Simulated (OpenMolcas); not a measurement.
**C3H4 (propyne) at 6 levels**

Wanted: a comparison of 6 runs (B3LYP/6-31G*, B2PLYP/def2-SVPD, BHLYP/def2-SVPD, BLYP/def2-SVPD, SVWN5/def2-SVPD, MP2/def2-SVPD) of C3H4 (propyne). 

Program for the calculation: OpenMolcas 26.06.

## Step 1: The structure to begin with

C3H4 has 7 atoms, charge 0, and is taken as a singlet. SMILES: `C#CC`. The shape is that of a PBE0-D4/def2-TZVP optimisation.

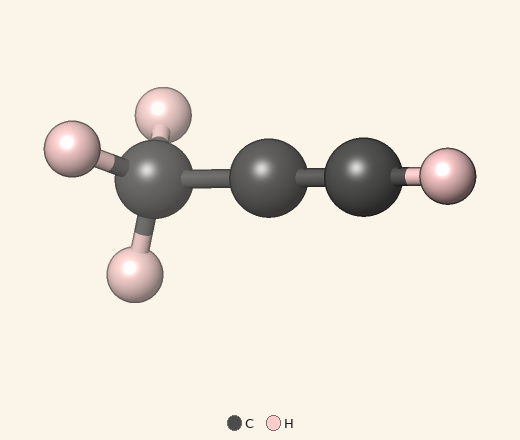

The structure, seen from a chosen angle (carbon dark grey, hydrogen pink).

## Step 2: Energy and gradient at B3LYP/6-31G(d) (spherical functions) (run 1)

job.inp reads:

```
* C3H4 Kohn-Sham DFT
&GATEWAY
BasLib=$CurrDir
Coord
7
angstrom
C       -1.347190      -0.669570      -0.791960
C       -0.396330      -0.196990      -0.233110
C        0.752130       0.373790       0.442180
H       -2.190260      -1.088470      -1.287720
H        1.261230       1.096880      -0.199350
H        0.449670       0.887820       1.357540
H        1.470770      -0.403460       0.712420
Basis=6-31Gs
Group=NoSym
&SEWARD
GridInput
Grid=UltraFine
End of Grid
&SCF
KSDFT=B3LYP
Thresholds=1e-10 1e-07 1e-07 1e-05
PrOrbitals=1
&ALASKA
```

The basis set 6-31G* is read from a file made from the Basis Set Exchange's data (not shown).

Launch:

```bash
$ export MOLCAS_MEM=1860
$ pymolcas job.inp > job.log
```

Log:

```text
--- Start Module: gateway ---
[...]
--- Stop Module: gateway /rc=_RC_ALL_IS_WELL_ ---
[...]
      Basis functions           50
[...]
--- Start Module: scf ---
[...]
       Convergence after  13 Iterations
[...]
::    Total KS-DFT energy                            -116.6504266270
[...]
      Total spin, S                                     0.0000000000
[...]
      Total electronic charge=   22.000000
      Total            charge=   -0.000000
[...]
      Dipole Moment (debye):
      Origin of the operator (angstrom)=   -0.2722   -0.1353   -0.1601
                   X=  5.3919E-01               Y=  2.6808E-01               Z=  3.1693E-01           Total=  6.8047E-01
      Quadrupole Moment (debye*angstrom):
[...]
--- Stop Module: scf /rc=_RC_ALL_IS_WELL_ ---
[...]
--- Start Module: alaska ---
[...]
 *              Molecular gradients               *
 **************************************************
  Irreducible representation: a
 ------------------------------------------------------------------------------------------
                              X                       Y                       Z
 ------------------------------------------------------------------------------------------
  C1                1.15284383185816E-02    5.72635331045745E-03    6.78641236808097E-03
  C2               -5.81386338263279E-03   -2.88940253959957E-03   -3.42837655387074E-03
  C3               -1.89973181707792E-03   -9.45894801100966E-04   -1.11091416814357E-03
  H4                1.15257479746855E-03    5.75088960856895E-04    6.74800618142735E-04
  H5               -2.08127069574093E-03   -2.03034444434524E-03    7.71952106235929E-04
  H6               -3.58517166017536E-04   -1.58928784358903E-03   -2.53163886621444E-03
  H7               -2.52763005458378E-03    1.15348735729004E-03   -1.16223550421979E-03
 ------------------------------------------------------------------------------------------
--- Stop Module: alaska /rc=_RC_ALL_IS_WELL_ ---
[...]
```

Wall time 15 s (1 thread of Arm Neoverse V1, shared host); peak memory 0.38 GiB.

## Step 3: The energy at B2PLYP/def2-SVPD (run 2)

run.inp reads:

```
&GATEWAY
  BasLib
  $CurrDir
  Coord
  7
  angstrom
  C       -1.347190      -0.669570      -0.791960
  C       -0.396330      -0.196990      -0.233110
  C        0.752130       0.373790       0.442180
  H       -2.190260      -1.088470      -1.287720
  H        1.261230       1.096880      -0.199350
  H        0.449670       0.887820       1.357540
  H        1.470770      -0.403460       0.712420
  Basis
  def2-SVPD
  Group
  NoSym

&SEWARD
  GridInput
  Grid=UltraFine
  End of Grid

&SCF
  KSDFT
  B2PLYP_SCF
  Thresholds
  1e-10 1e-07 1e-07 1e-05
  PrOrbitals
  1 2

&MBPT2
  Frozen
  3
```

The basis set def2-SVPD is read from a file made from the Basis Set Exchange's data (not shown).

Launch:

```bash
$ export MOLCAS_MEM=1860
$ pymolcas run.inp > run.log
```

Log:

```text
--- Start Module: gateway ---
[...]
--- Stop Module: gateway /rc=_RC_ALL_IS_WELL_ ---
[...]
      Basis functions           92
[...]
--- Start Module: scf ---
[...]
       Convergence after  12 Iterations
[...]
::    Total KS-DFT energy                            -116.3044498587
[...]
      Total spin, S                                     0.0000000000
[...]
      Total electronic charge=   22.000000
      Total            charge=   -0.000000
[...]
      Dipole Moment (debye):
      Origin of the operator (angstrom)=   -0.2722   -0.1353   -0.1601
                   X=  6.0969E-01               Y=  3.0312E-01               Z=  3.5842E-01           Total=  7.6946E-01
      Quadrupole Moment (debye*angstrom):
[...]
--- Stop Module: scf /rc=_RC_ALL_IS_WELL_ ---
[...]
--- Start Module: mbpt2 ---
[...]
 ###    WARNING: MP2 implementation intended for RHF references only         ###
 ###############################################################################
MBPT2 WARNING: Reference function according to RunFile:KS-DFT
I'll assume you know what you're doing and continue
WARNING!
Default frozen orbitals as non valence orbitals is overwritten by user input.
Default values:   3
[...]
       Reference weight ( Cref**2 )         =        0.79867
::    Total MBPT2 energy                             -116.8167224878
[...]
      Total MBPT2 calculations                           0.26      0.29
--- Stop Module: mbpt2 /rc=_RC_ALL_IS_WELL_ ---
[...]
```

Wall time 25 s (1 thread of Arm Neoverse V1, shared host); peak memory 0.51 GiB.

Runs 3 to 5 aren't shown in full; the table further down has their settings and results.

## Step 4: A single-point energy at MP2/def2-SVPD (run 6)

calc.input reads:

```
&gateway
  baslib
  $CurrDir
  coord
  7
  angstrom
  C       -1.347190      -0.669570      -0.791960
  C       -0.396330      -0.196990      -0.233110
  C        0.752130       0.373790       0.442180
  H       -2.190260      -1.088470      -1.287720
  H        1.261230       1.096880      -0.199350
  H        0.449670       0.887820       1.357540
  H        1.470770      -0.403460       0.712420
  basis
  def2-SVPD
  group
  NoSym

&seward

&scf
  thresholds
  1e-10 1e-07 1e-07 1e-05
  prorbitals
  1

&mbpt2
  frozen
  3
```

The basis set def2-SVPD is read from a file made from the Basis Set Exchange's data (not shown).

Launch:

```bash
$ export MOLCAS_MEM=1860
$ pymolcas calc.input > calc.log
```

Log:

```text
--- Start Module: gateway ---
[...]
--- Stop Module: gateway /rc=_RC_ALL_IS_WELL_ ---
[...]
      Basis functions           92
[...]
--- Start Module: scf ---
[...]
       Convergence after  14 Iterations
[...]
::    Total SCF energy                               -115.7837802714
[...]
      Total spin, S                                     0.0000000000
[...]
      Total electronic charge=   22.000000
      Total            charge=   -0.000000
[...]
      Dipole Moment (debye):
      Origin of the operator (angstrom)=   -0.2722   -0.1353   -0.1601
                   X=  5.8745E-01               Y=  2.9208E-01               Z=  3.4534E-01           Total=  7.4140E-01
      Quadrupole Moment (debye*angstrom):
[...]
--- Stop Module: scf /rc=_RC_ALL_IS_WELL_ ---
[...]
--- Start Module: mbpt2 ---
[...]
WARNING!
Default frozen orbitals as non valence orbitals is overwritten by user input.
Default values:   3
[...]
       Reference weight ( Cref**2 )         =        0.86487
::    Total MBPT2 energy                             -116.1964854670
[...]
      Total MBPT2 calculations                           0.25      0.30
--- Stop Module: mbpt2 /rc=_RC_ALL_IS_WELL_ ---
[...]
```

It took 7.8 s on 1 thread of Arm Neoverse V1, shared host; peak memory 0.51 GiB.

## Step 5: The series

| run | level | task | frozen core orbitals | integration grid | energy (Eh) | dipole moment (D) of the reference | HOMO energy (eV) | LUMO energy (eV) | wall time |
| --- | --- | --- | --- | --- | --- | --- | --- | --- | --- |
| 1 | B3LYP/6-31G* (spherical functions) | gradient | – | UltraFine | -116.650427 | 0.68 | -7.07 | 1.75 | 15 s |
| 2 | B2PLYP/def2-SVPD | energy | 3 | UltraFine | -116.442763 | 0.77 | -8.77 | 1.40 | 25 s |
| 3 | BHLYP/def2-SVPD | gradient | – | UltraFine | -116.495036 | 0.77 | -8.84 | 1.21 | 31 s |
| 4 | BLYP/def2-SVPD | gradient | – | UltraFine | -116.515033 | 0.81 | -6.35 | 0.11 | 35 s |
| 5 | SVWN5/def2-SVPD | gradient | – | UltraFine | -115.466160 | 0.90 | -6.65 | 0.07 | 25 s |
| 6 | MP2/def2-SVPD | energy | 3 | – | -116.196485 | 0.74 | -10.54 | 2.60 | 7.8 s |

## Step 6: Summary of results

| quantity | value |
| --- | --- |
| run 6: total energy | -116.19649 Eh |
| run 6: dipole moment (mean-field density) | 0.74 D |
| run 6: HOMO energy (Hartree–Fock orbitals) | -10.54 eV |
| run 6: LUMO energy (Hartree–Fock orbitals) | 2.60 eV |
| run 6: HOMO–LUMO gap (Hartree–Fock orbitals) | 13.14 eV |
| run 6: correlation energy (3 core orbitals frozen) | -412.7 mEh |

In words: Over runs 1, 2, 3, 4, 5 the dipole moment (its size) runs from 0.68 D (B3LYP/6-31G*) to 0.90 D (SVWN5/def2-SVPD). The two ends differ in method and basis. Over runs 1, 2, 3, 4, 5 the HOMO–LUMO gap runs from 6.46 eV (BLYP/def2-SVPD) to 10.17 eV (B2PLYP/def2-SVPD). A double hybrid's value is that of its SCF part. For B2PLYP the log adds the whole second-order term; the table takes 0.27 of it, as the functional is defined. Totals of different functionals can't be ranked against each other. All runs together took 2.3 min, the longest 35 s.
